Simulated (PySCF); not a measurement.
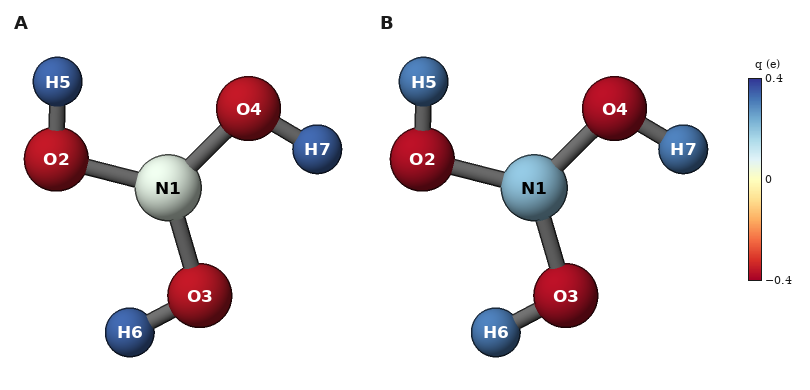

Atomic charges of one calculation by 2 schemes, on one colour scale. The computed geometry is a stationary point of PBE0/def2-TZVP, a saddle point of order 4. Method: PBE0/def2-TZVP (PySCF 2.14.0).

### The schemes are Mulliken, atomic polar tensor. Which panel shows which?

A Mulliken, B atomic polar tensor.

List the charges (e), one line for each set of equivalent atoms.

| atom | Mulliken | atomic polar tensor |
| --- | --- | --- |
| N1 | 0.06 | 0.20 |
| O2, O3, O4 | −0.36 | −0.37 |
| H5, H6, H7 | 0.34 | 0.30 |

This isn't the lowest structure that the search found: a singlet minimum of Cs symmetry lies 302 kJ/mol lower at the level of the geometry.
